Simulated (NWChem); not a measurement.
**TPSSh-D3(BJ)/x2c-SVPall-2c (DKH2) run of AlClO (SMILES [O]=[Al][Cl])**

What is the vertical electron affinity of AlClO at TPSSh-D3(BJ)/x2c-SVPall-2c (DKH2)? 

The calculation is run with NWChem 7.3.0.

1 further run of the same task is left out (set aside as unsound or not needed).

## 1. The structure to begin with

The species is AlClO (3 atoms), meant as a singlet with charge 0. SMILES: `[O]=[Al][Cl]`. Geometry: a GFN2-xTB relaxation, a rough one for these elements and not checked as a minimum.

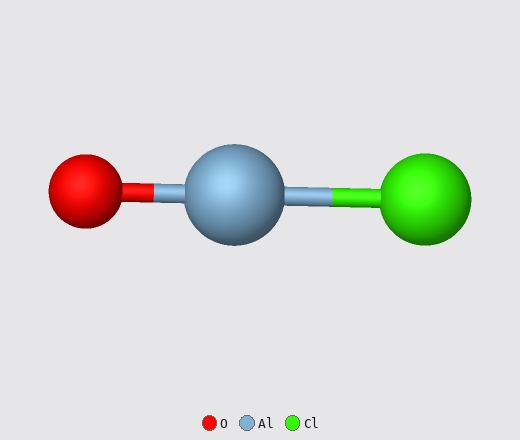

Viewed from a chosen angle; oxygen red, aluminium light blue, chlorine green.

## 2. A single-point energy at TPSSh-D3(BJ)/x2c-SVPall-2c (DKH2)

Input file alclo.nw:

```
start alclo
memory 2200 mb

geometry noautosym nocenter noautoz
O        0.107470       1.694260       0.245960
Al       0.009340       0.147220       0.021380
Cl      -0.116820      -1.841490      -0.267330
end

basis spherical
O library x2c-SVPall-2c
Al library x2c-SVPall-2c
Cl library x2c-SVPall-2c
end

relativistic
douglas-kroll dkh
end

dft
xc xctpssh
disp vdw 4
grid fine
convergence energy 1e-06
end

task dft energy
```

The run is started by

```console
nwchem alclo.nw > alclo.out
```

Output:

```text
[...]
          Wavefunction type:  closed shell.
          No. of atoms     :     3
          No. of electrons :    38
[...]
          Charge           :     0
          Spin multiplicity:     1
[...]
          AO basis - number of functions:    56
[...]
              XC Information
              --------------
                  TPSS hybrid Method XC Functional
                     Hartree-Fock (Exact) Exchange  0.100
                  TPSS metaGGA Exchange Functional  0.900
             TPSS03 metaGGA Correlation Functional  1.000
[...]
 d= 0,ls=0.0,diis     1   -779.3211699336 -8.93D+02  6.93D-02  1.50D+00     2.0
[...]
 d= 0,ls=0.0,diis    10   -779.5265155792 -7.72D-08  2.55D-06  4.07D-08     9.2
         Total DFT energy =     -779.526515579228
      One electron energy =    -1304.608797568540
           Coulomb energy =      467.604125756584
    Exchange-Corr. energy =      -55.840638373162
 Nuclear repulsion energy =      113.321172995494
    Dispersion correction =       -0.002378389605
[...]
```

It took 9.9 s on 1 thread of Intel Xeon 6975P-C (Granite Rapids), shared host; peak memory 0.12 GiB.

## 3. The doublet anion, same level

Input file run.py:

```python
from ase import Atoms
from ase.calculators.nwchem import NWChem

molecule = Atoms(['O', 'Al', 'Cl'], positions=[
    [0.107470, 1.694260, 0.245960],
    [0.009340, 0.147220, 0.021380],
    [-0.116820, -1.841490, -0.267330],
])

calc = NWChem(
    label='alclo',
    theory='dft',
    memory='2200 mb',
    basis='x2c-SVPall-2c',
    basispar='spherical',
    charge=-1,
    relativistic={'douglas-kroll': 'dkh'},
    dft={'xc': 'xctpssh', 'mult': '2', 'disp': 'vdw 4', 'grid': 'fine', 'convergence': 'energy 1e-06', 'iterations': '150'},
    task='energy',
)
molecule.calc = calc

print("Total energy (eV):", round(molecule.get_potential_energy(), 6))
```

The run is started by

```console
export ASE_NWCHEM_COMMAND="nwchem PREFIX.nwi > PREFIX.nwo"
python run.py
```

Output:

```text
Total energy (eV): -21212.369047
```

The calculator wrote alclo.nwi:

```
title "alclo"

permanent_dir alclo

scratch_dir alclo

start alclo

geometry units angstrom nocenter noautosym noautoz
  O  1.0747000000000000e-01 1.6942600000000001e+00 2.4596000000000001e-01
  Al 9.3399999999999993e-03 1.4721999999999999e-01 2.1380000000000000e-02
  Cl -1.1681999999999999e-01 -1.8414900000000001e+00 -2.6733000000000001e-01
end

charge -1

memory 2200 mb

basis spherical noprint
   * library x2c-SVPall-2c
end

relativistic
  douglas-kroll dkh
end
dft
  xc xctpssh
  mult 2
  disp vdw 4
  grid fine
  convergence energy 1e-06
  iterations 150
end

task dft energy
```

alclo.nwo:

```text
Northwest Computational Chemistry Package (NWChem) 7.3.0
             --------------------------------------------------------

           Job information
           ---------------

    nwchem branch   = 7.3.0
    use scalapack   = T
    input           = alclo.nwi
    prefix          = alclo.
    data base       = alclo/alclo.db
    status          = startup
    nproc           =        1

           Memory information
           ------------------

    heap     =     72089600 doubles =      550.0 Mbytes
    stack    =     72089597 doubles =      550.0 Mbytes
    global   =    144179200 doubles =     1100.0 Mbytes (distinct from heap & stack)
    total    =    288358397 doubles =     2200.0 Mbytes
    verify   = yes
    hardfail = no

           Directory information
           ---------------------

  0 permanent = alclo
  0 scratch   = alclo

[... 29 lines left out ...]
            Nuclear Dipole moment (a.u.)
[... 70 lines left out ...]
          Convergence on gradient requested:  5.00D-04
[... 24 lines left out ...]
          Convergence aids based upon iterative change in
[... 40 lines left out ...]
 1-e energy   =   -1336.384764
[... 29 lines left out ...]
         Total DFT energy =     -779.540190571749
[... 2 lines left out ...]
    Exchange-Corr. energy =      -56.078185343543
[... 412 lines left out ...]
                     DFT Final Beta Molecular Orbital Analysis
[... 426 lines left out ...]
   alpha     51     52     53     54     55     56
    beta     51     52     53     54     55     56
 overlap   0.990  0.990  1.000  1.000  1.000  1.000

     --------------------------
     Expectation value of S2:
     --------------------------
      <S2> =      0.7660 (Exact =     0.7500)

 center of mass
 --------------
 x =  -0.05125431 y =  -0.80789212 z =  -0.11727552

 moments of inertia (a.u.)
 ------------------
         549.991894047007         -34.168939860375          -4.960376276175
         -34.168939860375          13.519330725772         -78.195505353487
          -4.960376276175         -78.195505353487         540.807615521605

     Multipole analysis of the density
     ---------------------------------

     L   x y z        total         alpha         beta         nuclear
     -   - - -        -----         -----         ----         -------
     0   0 0 0     -1.000000    -20.000000    -19.000000     38.000000

     1   1 0 0     -0.066594      0.923124      0.909003     -1.898721
[... 8 lines of this table left out ...]
     2   0 0 2    -25.900576    -18.689383    -13.299228      6.088034

 Task  times  cpu:       13.7s     wall:       13.7s
 Total times  cpu:       13.7s     wall:       13.7s
```

Wall time 15 s (1 thread of Intel Xeon 6975P-C (Granite Rapids), shared host); peak memory 0.12 GiB.

## 4. Outcome

Level: TPSSh-D3(BJ)/x2c-SVPall-2c (DKH2).

| quantity | value |
| --- | --- |
| singlet AlClO: total energy | -779.52652 Eh |
| singlet AlClO: dipole moment | 3.35 D |
| singlet AlClO: HOMO energy | -7.00 eV |
| singlet AlClO: LUMO energy | -2.66 eV |
| singlet AlClO: HOMO–LUMO gap | 4.34 eV |
| singlet AlClO: dispersion energy | -6.24 kJ/mol |
| doublet anion: total energy | -779.54019 Eh |
| doublet anion: HOMO energy (highest over α and β) | 1.92 eV |
| doublet anion: LUMO energy (lowest over α and β) | 3.51 eV |
| doublet anion: dispersion energy | -6.24 kJ/mol |
| doublet anion: ⟨S²⟩ | 0.766 |
| vertical electron affinity (to the doublet anion) | 0.372 eV |

In words: At fixed nuclei the extra electron is bound by 0.37 eV (35.9 kJ/mol). The basis has no diffuse functions, so the error can be as large as this value. The HOMO (doublet anion) lies at positive energy, 1.92 eV; only total energies tell whether the electron is bound.
